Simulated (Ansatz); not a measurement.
# BAs (F-43m): a volume series of phonon spectra, part 2 of 4

Aim: how the vibrations of BAs shift with volume, and the expansion that follows.

Experimental results on record:
- volume expansion coefficient 11.55 1e-6/K near room temperature (given in “Basic Physical Properties of Cubic Boron Arsenide (three times its linear coefficient)”, 2019, arxiv:1911.11281)
- volume expansion coefficient 10.8 1e-6/K near room temperature (given in “Thermal expansion coefficients of high thermal conducting BAs and BP materials (three times its linear coefficient)”, 2019, arxiv:1906.04101)

Ansatz 0.2.0; DFT LDA, scalar-relativistic, plane waves, PAW.

So far. Step 2 (Probe on a coarse mesh): The start is under -3.9 GPa at this level and looks like an insulator or semiconductor on this mesh.

### 4. Relaxing to small residual forces and stress

The relaxation is repeated with tighter thresholds on force and stress, since phonons are sensitive to what is left; a change of mesh or smearing in the input moves the cell too.

input.yaml reads:

```yaml
crystal:
  lattice:
    - [0.0, 2.3659270534, 2.3659270534]
    - [2.3659270534, 0.0, 2.3659270534]
    - [2.3659270534, 2.3659270534, 0.0]
  atoms:
    - { symbol: B, position: [0.0, 0.0, 0.0] }
    - { symbol: As, position: [0.25, 0.25, 0.25] }
kpoints:
  mp_grid: { grid: [12, 12, 12] }
hamiltonian:
  xc: lda
scf:
  occupations: { method: fixed }
output:
  forces: true
  stress: true
  eigenvalues: true
  write_density: true
  write_potential: true
  elf: true
  volumetric_format: npy
relax:
  adjacent_minimum: "off"
  f_tol: 0.001
  max_steps: 60
  cell: { stress_tol: 0.01 }
```

Launch:

```bash
ansatz run input.yaml --threads 4 --pin off --max-ram 16384MiB --backend cpu --events-out ev --progress --plain --runs-dir out
```

Numbers of over 12 decimals in the logs are rounded to 6 here.

The program printed:

```text
[...]
Crystal: 2 atoms, lattice volume = 26.487 Å³
Basis set: ecut = 420 eV, 531 PW (Γ)
Bands: 13, of which v1, the nominal top of the filled ones, is band 9 counted from 1 (8 counted from 0)
Symmetry: 24 space group operations
[...]
k-points: 72 of 1728 (time reversal used)
[...]
SCF iter   1: F=—  HF=-4923.533846 eV  |F-HF|=—  |Δ(HF+E_count)|=         —  Δρ=7.26e-3  dr2=1.38e-2  ethr=1.77e-3  ⟨swp⟩=4.3  Hψ=4702  notcnv=0  defer=102
[...]
SCF iter   6: F=-4923.529049 eV  HF=-4923.529049 eV  |F-HF|=1.71e-10  |Δ(HF+E_count)|=   4.78e-8  Δρ=7.00e-6  dr2=4.43e-9  ethr=5.56e-10  ⟨swp⟩=8.6  Hψ=5930  notcnv=0
SCF 1 converged in 6 iterations: F = -4923.529049 eV  dr2 = 4.43e-9
[...]
relax step   1: F+E_penalty+E_count = -4923.52904856 eV  Δ(F+E_penalty+E_count) = +0.000e0 eV  max|allowed force component| = 2.385e-16 eV/Å  Δτ_max = 0.0000 Å  P = +0.030 GPa  Ω = 26.487 Å³  (6 SCF iters, dr2 threshold 1.00e-7 eV, accepted)
Crystal: 2 atoms, lattice volume = 26.491 Å³
[...]
SCF iter   3: F=-4923.529046 eV  HF=-4923.529046 eV  |F-HF|=2.51e-10  |Δ(HF+E_count)|=   2.48e-9  Δρ=3.04e-6  dr2=1.83e-9  ethr=1.27e-11  ⟨swp⟩=6.4  Hψ=4558  notcnv=0
SCF 2 converged in 3 iterations: F = -4923.529046 eV  dr2 = 1.83e-9
relax step   2: F+E_penalty+E_count = -4923.52904615 eV  Δ(F+E_penalty+E_count) = +2.411e-6 eV  max|allowed force component| = 1.061e-16 eV/Å  Δτ_max = 0.0000 Å  P = +0.009 GPa  Ω = 26.491 Å³  energy of the carried Pulay correction = -2.879e-6 eV  (3 SCF iters, dr2 threshold 2.28e-9 eV, accepted)
[...]
SCF iter   1: F=—  HF=-4923.529046 eV  |F-HF|=—  |Δ(HF+E_count)|=         —  Δρ=3.08e-6  dr2=1.92e-9  ethr=6.03e-8  ⟨swp⟩=2.2  Hψ=6973  notcnv=0  defer=130
eigensolver tolerance schedule: the retry pair's looser diagonalisation over-reported the residual by 5661.61 of it (diagonalisation noise at 0.12 of the residual, at the tolerance the schedule requests for it); recorded, not acted on — ethr = c·dr2/N_el stays at c = 1.0e-1
SCF iter   2: F=—  HF=-4923.529046 eV  |F-HF|=—  |Δ(HF+E_count)|=   2.54e-7  Δρ=1.49e-6  dr2=3.76e-10  ethr=1.06e-11  ⟨swp⟩=2.2  Hψ=1576  notcnv=0  defer=13
[...]
SCF iter   5: F=-4923.529046 eV  HF=-4923.529046 eV  |F-HF|=9.09e-13  |Δ(HF+E_count)|=    0.00e0  Δρ=1.11e-8  dr2=2.13e-14  ethr=1.00e-12  ⟨swp⟩=5.8  Hψ=4331  notcnv=0
SCF 3 converged in 5 iterations: F = -4923.529046 eV  dr2 = 2.13e-14
relax step   3: F+E_penalty+E_count = -4923.52904615 eV  Δ(F+E_penalty+E_count) = -1.864e-10 eV  max|allowed force component| = 6.592e-17 eV/Å  Δτ_max = 0.0000 Å  P = +0.009 GPa  Ω = 26.491 Å³  stress off target by 8.84e-3 GPa  SCF on the basis re-selected at this cell (its energy is not comparable with the rows above)  (5 SCF iters)
basis re-selected at this cell: Δ(F+E_penalty+E_count) = -1.864e-10 eV, ΔP = +0.000 GPa vs the last step (what re-selecting the basis moved, of the pressure what is left beyond the Pulay correction that the steps carried, after the strain that the cell walked since its last selection, with what the two solves' SCF thresholds leave and, on support functions, any second-order correction that the steps lacked; it is no  [...]
SCF converged after 5 iterations
Free energy (F): -4923.529046 eV
[...]
Internal energy: -4923.529046 eV  (E = F + TS)
E sigma→0 (E₀):  -4923.529046 eV
Fermi energy:    11.296519 eV
[...]
--- Stress (GPa, compression-positive) ---
        0.008837       0.000000       0.000000
        0.000000       0.008837       0.000000
        0.000000       0.000000       0.008837
  P = ⅓ Tr σ = 0.0088 GPa (0.088 kbar)
--- Band table (eV; the first three rows and the last of 72) ---
  k-point 0: bands = [... 5 lower, -4.3543, 11.2965, 11.2965, 11.2965, 14.5865, 14.5865, 14.5865, 16.3074]
  k-point 1: bands = [... 5 lower, -4.2376, 10.2505, 11.0710, 11.0710, 14.7642, 14.8824, 14.8824, 16.8927]
  k-point 2: bands = [... 5 lower, -3.8911, 8.3032, 10.5961, 10.5961, 14.6889, 15.4944, 15.4944, 18.1481]
  k-point 71: bands = [... 5 lower, 0.0820, 3.2444, 5.6263, 5.9298, 16.5058, 17.3090, 18.0691, 18.5256]
--- Relaxed structure (2 steps of the walk, 2 accepted, 1 SCFs on fresh bases) ---
[...]
cell:  # Å, volume = 26.4909 Å³
    - [0, 2.366042, 2.366042]
    - [2.366042, 0, 2.366042]
    - [2.366042, 2.366042, 0]
  atoms:
    - { symbol: B, position: [0, 0, 0] }
    - { symbol: As, position: [0.25, 0.25, 0.25] }
```

Wall time 1.8 s (4 threads of Arm Neoverse V2, shared host); peak memory 0.33 GiB; 6.3 s of CPU time.

Little changed from the start: no atom moved by 0.005 Å and no cell edge by 0.1 %.

Numbers from this step:

```
pressure          : 0.008837 GPa
gap on the k-mesh : 1.110 eV
volume per atom   : 13.25 Å³
```

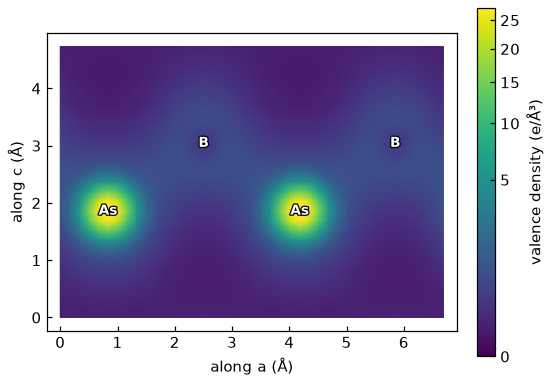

Valence density in the ac plane of a cell with a along [110], b along [-110] and c along [001] of the cube at fractional y = 0.000, with atoms of B and As within 0.2 Å of it. It is the smooth field of the valence electrons, not physical close to the nuclei. The map starts off the cell's origin, so that atoms lie inside it. The colour scale is stretched toward low values.

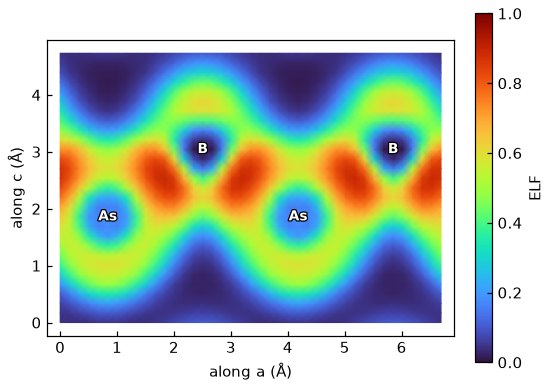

ELF in the ac plane of a cell with a along [110], b along [-110] and c along [001] of the cube at fractional y = 0.000, with atoms of B and As within 0.2 Å of it. It is the smooth field of the valence electrons, not physical close to the nuclei. The map starts off the cell's origin, so that atoms lie inside it.

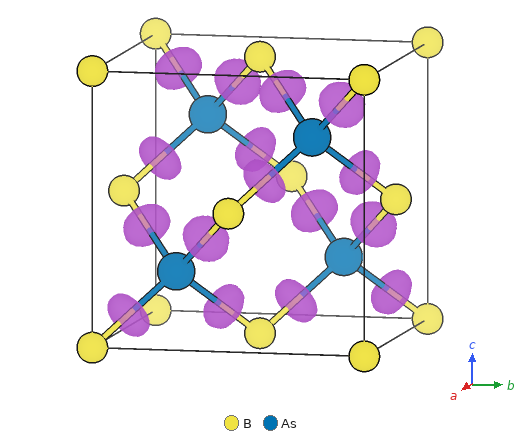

Surface of ELF = 0.81. Bonds to atoms that aren't drawn are left out.

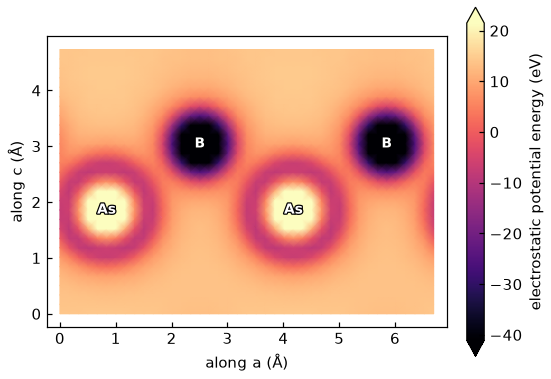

Electrostatic potential energy in the ac plane of a cell with a along [110], b along [-110] and c along [001] of the cube at fractional y = 0.000, with atoms of B and As within 0.2 Å of it. With pseudopotentials it is smooth inside the atoms' cores, unlike the true potential. The map starts off the cell's origin, so that atoms lie inside it.

The residual pressure is 0.0088 GPa, small enough for phonons.

### 5. Lattice dynamics at this volume, V/V0 1

The same q-mesh and k-mesh are kept at every volume, so that much of their error can cancel in the differences.

input.yaml reads:

```yaml
crystal:
  lattice:
    - [0.0, 2.3660417805, 2.3660417805]
    - [2.3660417805, 0.0, 2.3660417805]
    - [2.3660417805, 2.3660417805, 0.0]
  atoms:
    - { symbol: B, position: [0.0, 0.0, 0.0] }
    - { symbol: As, position: [0.25, 0.25, 0.25] }
kpoints:
  mp_grid: { grid: [12, 12, 12] }
hamiltonian:
  xc: lda
scf:
  occupations: { method: fixed }
output:
  eigenvalues: true
phonons:
  method: dfpt
  dielectric: true
  rigid_motions: translations
  qmesh: [4, 4, 4]
  temperatures: { t_max: 1000, t_step: 50 }
  qpath:
    path:
      - [[0.0, 0.0, 0.0], [-0.5, -0.5, 0.0], [-0.375, -0.375, 0.25]]
      - [[-0.375, 0.0, 0.375], [0.0, 0.0, 0.0], [0.0, 0.0, 0.5], [-0.5, -0.25, 0.25], [-0.5, -0.5, 0.0]]
    npoints: 10
```

The program printed:

```text
Warning: phonons: the dynamical matrix that this run interpolates holds no multipole term above the dipole-dipole one, and a site of this crystal is no centre of inversion, so its interpolated transverse optical and acoustic branches and sound speeds can stay off near Gamma, and the density of states and the thermodynamics with them. What a run solves at a wave vector of phonons.qpoints, Gamma apart, where the deck admits one, is free of this, and under fd what a larger phonons.supercell samples
[...]
Crystal: 2 atoms, lattice volume = 26.491 Å³
Basis set: ecut = 420 eV, 531 PW (Γ), exchange–correlation on 48×48×48 points (8 copies of the dense FFT grid, shifted against one another)
Bands: 13, of which v1, the nominal top of the filled ones, is band 9 counted from 1 (8 counted from 0)
Symmetry: 24 space group operations
k-points: 280 of 1728 (irreducible under 4 space group operations, time reversal used)
[...]
SCF iter   1: F=—  HF=-4923.533833 eV  |F-HF|=—  |Δ(HF+E_count)|=         —  Δρ=7.25e-3  dr2=1.38e-2  ethr=1.77e-3  ⟨swp⟩=4.3  Hψ=18369  notcnv=0  defer=405
[...]
SCF iter   7: F=-4923.529046 eV  HF=-4923.529046 eV  |F-HF|=9.09e-12  |Δ(HF+E_count)|=  4.51e-10  Δρ=3.91e-7  dr2=2.46e-11  ethr=1.00e-12  ⟨swp⟩=5.1  Hψ=20020  notcnv=0
SCF 1 converged in 7 iterations: F = -4923.529046 eV  dr2 = 2.46e-11
[...]
NSCF: frozen V_eff on 1 k-points
DFPT response loops at Γ: preconditioner auto → none (the input reference at scf.mixing.eps_inf says where Resta's filter doesn't serve); β = 0.50; Broyden in place of MSR1
── the response to a field inside a basis, on 12×12×12 k-points: an SCF that follows is theirs, and a resumed run solves both again ──
Bands: 10, of which v1, the nominal top of the filled ones, is band 9 counted from 1 (8 counted from 0)
k-points: 182 of 1728 (irreducible under 6 space group operations, time reversal used)
[...]
Eigensolver: Dense (182 Hₖ)
SCF iter   1: F=—  HF=-4923.528486 eV  |F-HF|=—  |Δ(HF+E_count)|=         —  Δρ=1.26e-4  dr2=1.06e-6  ethr=1.00e-1
[...]
SCF iter   4: F=-4923.528484 eV  HF=-4923.528484 eV  |F-HF|=2.16e-9  |Δ(HF+E_count)|=   7.07e-9  Δρ=5.11e-6  dr2=4.80e-9  ethr=4.02e-10
SCF 1 converged in 4 iterations: F = -4923.528484 eV  dr2 = 4.80e-9
[...]
DFPT response loops at q = (0, 0, -0.5) (fractional): preconditioner auto → Resta (q_TF=auto, 2.558 Å⁻¹)  ε∞=7.4 (no band partly filled); β = 1.00, the filter's whole step (`scf.mixing.beta` (0.50) is not read by the response loops at its default; to damp them type it under 1.00, their step now; it binds the ground state too); Broyden in place of MSR1
[...]
SCF converged after 7 iterations
Free energy (F): -4923.529046 eV
[...]
Internal energy: -4923.529046 eV  (E = F + TS)
E sigma→0 (E₀):  -4923.529046 eV
Fermi energy:    11.296518 eV
[...]
--- Band table (eV; the first three rows and the last of 280) ---
  k-point 0: bands = [... 5 lower, -4.3543, 11.2965, 11.2965, 11.2965, 14.5865, 14.5865, 14.5865, 16.3074]
  k-point 1: bands = [... 5 lower, -4.2376, 10.2505, 11.0710, 11.0710, 14.7642, 14.8824, 14.8824, 16.8927]
  k-point 2: bands = [... 5 lower, -3.8911, 8.3032, 10.5961, 10.5961, 14.6889, 15.4944, 15.4944, 18.1481]
  k-point 279: bands = [... 5 lower, 0.0820, 3.2444, 5.6263, 5.9298, 16.5058, 17.3090, 18.0691, 18.5256]
--- Phonons (Γ-DFPT): 2 representative perturbations + reference, on 280 of 1728 k-points (Σ response iterations 7) ---
  k mesh reduced under 4 symmetry operations, with k and −k counted as one. Each operation leaves every solved perturbation unchanged. A smaller set is not considered because the run solves the response to a homogeneous field
  ASR residual: 2.237e-4 → 0.000e0 eV/Å²; symmetrization residual: 4.746e-7 eV/Å²
  ASR residual per site (eV/Å²): 5.98e-5 2.24e-4
  Γ frequencies (cm⁻¹): 0.00 0.00 0.00 699.99 699.99 699.99
  ε∞ (high-frequency dielectric tensor):
        9.661140     0.000000     0.000000
        0.000000     9.661140     0.000000
        0.000000     0.000000     9.661140
  ε⁰ (static dielectric tensor: ions relaxed, cell fixed):
        9.777853     0.000000     0.000000
        0.000000     9.777853     0.000000
        0.000000     0.000000     9.777853
  ε⁰ − ε∞ (ionic part):
        0.116713    -0.000000    -0.000000
       -0.000000     0.116713     0.000000
       -0.000000     0.000000     0.116713
  softest optical mode at Γ: 699.99 cm⁻¹; the repairs (sum rule, projections) moved no ω² at Γ by more than (1.26 cm⁻¹)²
  Born effective charges Z* (e; rows j = field, columns β = displacement):
    site 0:
        -0.53930    0.00000    0.00000
        -0.00000   -0.53930   -0.00000
        -0.00000   -0.00000   -0.53930
    site 1:
         0.53930   -0.00000   -0.00000
         0.00000    0.53930    0.00000
         0.00000    0.00000    0.53930
  Z* charge neutrality: 1.955e-4 e pre-enforcement
  solved inside a basis spanned on kpoints, on 12×12×12 k-points, its susceptibility summed on 16×16×16: ε∞ is read to err by 2.8e-2, Z* by 1.6e-2 e (field_mesh: kpoints solves on kpoints); Z* is corrected for what the basis lacks
  optical modes at Γ without the LO–TO term, one row a degenerate level:
      ω (cm⁻¹)  modes    IR ((D/Å)²/amu)
        699.99      3             2.1309
  optical modes at Γ + LO–TO along q̂ = [1.0000, 0.0000, 0.0000]:
      ω (cm⁻¹)  modes    IR ((D/Å)²/amu)
        699.99      2             1.4206
        704.20      1             0.7103
  optical modes at Γ + LO–TO along q̂ = [0.0000, 1.0000, 0.0000]:
      ω (cm⁻¹)  modes    IR ((D/Å)²/amu)
        699.99      2             1.4206
        704.20      1             0.7103
  optical modes at Γ + LO–TO along q̂ = [0.0000, 0.0000, 1.0000]:
      ω (cm⁻¹)  modes    IR ((D/Å)²/amu)
        699.99      2             1.4206
        704.20      1             0.7103
--- Phonons (arbitrary-q DFPT): 8 irreducible q on the 4×4×4 mesh ---
  q = [0.0000, 0.0000, 0.0000] (star 1, of the zone-centre solve; hermiticity 5.58e-8, symmetrization 1.81e-14): -0.00 -0.00 -0.00 699.99 699.99 699.99
  q = [0.0000, 0.0000, 0.2500] (star 8, 2 solved perturbations on 936 of 1728 k-point pairs; hermiticity 3.46e-8, symmetrization 1.94e-12): 112.14 112.14 222.95 683.69 683.69 708.34
[...]
q = [0.0000, 0.2500, 0.2500] (star 6, 4 solved perturbations in 1608 linear systems a pass and spin channel, the states on 510 of 1728 k-point pairs; hermiticity 5.24e-8, symmetrization 1.35e-13): 151.14 151.14 230.98 662.65 662.65 721.64
[...]
sum rule: each row above includes the acoustic sum rule's correction from the zone centre's row sums; it moved no ω² by more than (1.23 cm⁻¹)²
  mesh force constants: q→R imaginary residual 1.40e-18; ASR residual 2.237e-4 → 0.000e0 eV/Å²; symmetrization residual 1.421e-14 eV/Å²
  interpolated dispersion: 63 rows × 6 modes
  density of states and harmonic sums: on the 24×24×24 q-mesh, interpolated from the force constants of a 4×4×4 supercell (with the dipole–dipole term)
  largest difference from the sums on the solved wave vectors: F 9.21e-3 eV, S 1.32e-5 and C_V 4.02e-6 eV/K
  zero-point energy: 0.164743 eV/cell   skipped modes (ω ≤ 0): 3   left out of the sums: 3.62e-5 of the cell's modes: C_V's classical limit lies that fraction below 3 k_B per atom; for a crystal, a wire or a layer, F and S can be off by more, and a phonons.interpolated_qmesh denser along its periods is the remedy for the sampling
```

Wall time 1.7 min (4 threads); peak memory 1.7 GiB; 6.7 min of CPU time.

Numbers from this step:

| Property | Result |
| --- | --- |
| Γ frequencies | 0, 0, 0, 700.0, 700.0, 700.0 cm⁻¹ (negative: imaginary) |
| lowest frequency on the path | 0 cm⁻¹ |
| zero-point energy | 0.1647 eV/cell |
| point group | -43m |
| highest frequency | 741 cm⁻¹ |
| Debye temperature from the second moment | 934 K |

LO-TO term included. Phonon branches along the path, in cm⁻¹:

```
    point  branch 1  branch 2  branch 3  branch 4  branch 5  branch 6
        Γ         0         0         0       700       700       704
        X       193       193       322       640       640       741
        U       191       246       290       630       645       725
jump to K       191       246       290       630       645       725
        Γ         0         0         0       700       700       704
        L       139       139       313       677       677       713
        W       225       258       267       630       642       717
        X       193       193       322       640       640       741
```

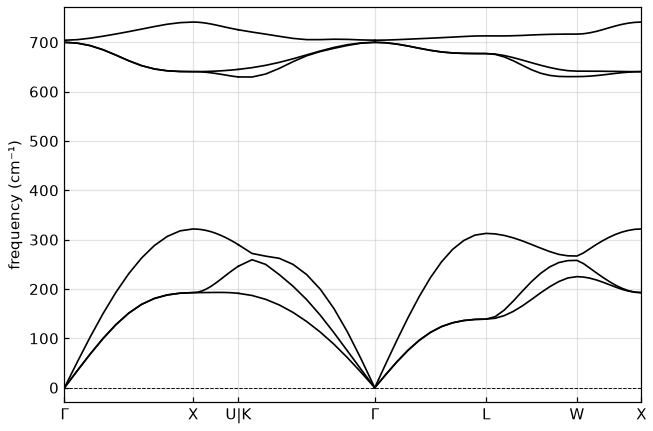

Phonon branches along the path.

The phonon density of states has structure finer than the step of the table below, so its rows give means over 50 cm⁻¹, whole bins alone (the curve runs from 5 to 745 cm⁻¹). Peaks (cm⁻¹: height): 195.0: 0.0250, 285.0: 0.0220, 645.0: 0.0476, 715.0: 0.0580.

Tetrahedra on 24 24 24, mean over bins of 10 cm⁻¹. The phonon density of states by wavenumber; means over each step:

```
wavenumber (cm⁻¹)  phonon density of states (1/cm⁻¹/cell)
               50                                  5.9e-4
              100                                 0.00307
              150                                  0.0139
              200                                  0.0193
              250                                  0.0120
              300                                  0.0111
              350                                  8.0e-6
              400                                       0
              450                                       0
              500                                       0
              550                                       0
              600                                  1.4e-4
              650                                  0.0334
              700                                  0.0234
```

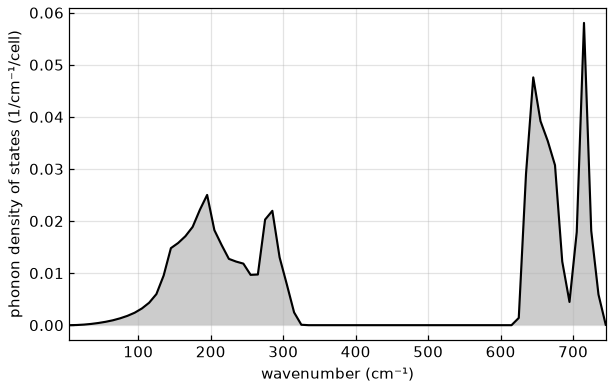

Phonon density of states against wavenumber.

Harmonic. Thermo, by row:

| T (K) | F_vib (meV/atom) | S (J/mol-atom/K) | C_V (J/mol-atom/K) |
| --- | --- | --- | --- |
| 0 | 82.37 | 0 | 0 |
| 50 | 82.31 | 0.534 | 1.714 |
| 100 | 81.4 | 3.205 | 6.377 |
| 150 | 78.9 | 6.462 | 9.769 |
| 200 | 74.71 | 9.671 | 12.61 |
| 250 | 68.9 | 12.75 | 15.02 |
| 300 | 61.53 | 15.67 | 16.97 |
| 350 | 52.69 | 18.4 | 18.48 |
| 400 | 42.49 | 20.95 | 19.65 |
| 450 | 31.01 | 23.32 | 20.55 |
| 500 | 18.35 | 25.52 | 21.25 |
| 550 | 4.58 | 27.57 | 21.81 |
| 600 | -10.21 | 29.49 | 22.25 |
| 650 | -25.96 | 31.29 | 22.61 |
| 700 | -42.62 | 32.98 | 22.91 |
| 750 | -60.12 | 34.56 | 23.15 |
| 800 | -78.43 | 36.06 | 23.35 |
| 850 | -97.49 | 37.48 | 23.52 |
| 900 | -117.3 | 38.83 | 23.67 |
| 950 | -137.7 | 40.12 | 23.79 |
| 1000 | -158.8 | 41.34 | 23.9 |

The modes has structure finer than the step of the table below, so its rows give means over 50 cm⁻¹, whole bins alone (the curve runs from -10 to 773 cm⁻¹). Peaks (cm⁻¹: height): As 191.9: 0.0225, 280.5: 0.0206, 669.5: 0.00296; B 644.9: 0.0405, 713.8: 0.0452.

Phonopy on the run's constants, 21x21x21 mesh, Gaussian sigma 5.6 cm⁻¹. Table of modes by wavenumber; means over each step; values in 1/cm⁻¹/cell:

```csv
wavenumber (cm⁻¹),As,B
50,5.4e-4,7.6e-5
100,0.00279,3.5e-4
150,0.0126,0.00130
200,0.0179,0.00133
250,0.0117,4.9e-4
300,0.0108,1.5e-4
350,3.1e-5,0
400,0,0
450,0,0
500,0,0
550,0,0
600,7.1e-6,4.6e-4
650,0.00213,0.0308
700,0.00147,0.0217
```

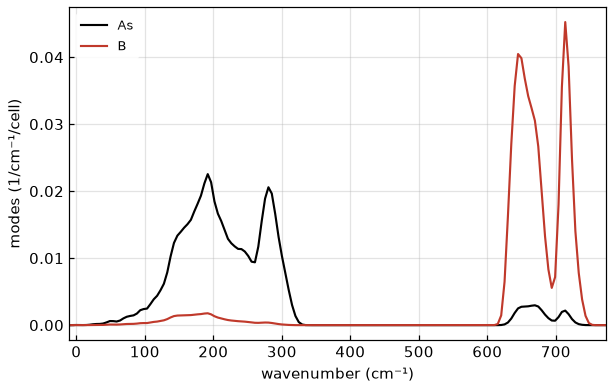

Modes, plotted against wavenumber.

Born charge (rows field, columns displacement) (e), principal values of the symmetric part by kind of site:

```csv
atom,atoms with these values,low,middle,high,mean
B1,1,-0.5393,-0.5393,-0.5393,-0.5393
As2,1,0.5393,0.5393,0.5393,0.5393
```

In full for B1:

```
-0.5393  0.0000  0.0000
 0.0000 -0.5393  0.0000
 0.0000  0.0000 -0.5393
```

ε∞:

```
9.66 0.00 0.00
0.00 9.66 0.00
0.00 0.00 9.66
```

No LO-TO term. Modes at Γ, with each element's share of the kinetic energy:

```csv
mode,frequency (cm⁻¹),symmetry,B %,As %
1,0.0,T2,13,87
2,0.0,T2,13,87
3,0.0,T2,13,87
4,700.0,T2,87,13
5,700.0,T2,87,13
6,700.0,T2,87,13
```

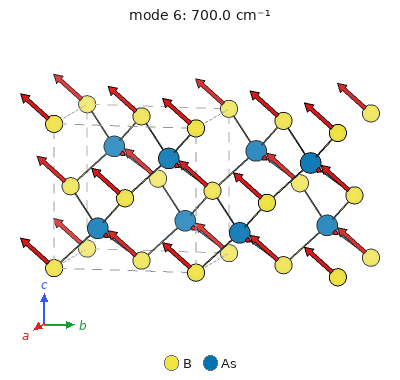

Displacement patterns of mode 6 at Γ; arrows are exaggerated. Bonds to atoms that aren't drawn are left out. 1×2×1 conventional cells are drawn. Some periodic images of atoms are drawn too.

No mode is imaginary beyond numerical noise at the solved wavevectors.

(Continued in part 3 of 4.)

[Logs are printed without paths, hosts, clocks, repeated set-up lines and the standing remarks that a program may print on its own settings, such as how far it seeks lower states.]

[Hosts, paths, dates, database ids (printed as entryN), source tags and the programs' standing remarks are cut or masked in the printed files.]

[A step with changed settings may run another functional than the one named; its input shows which.]

[Of the runs on displaced cells, only some may be shown.]
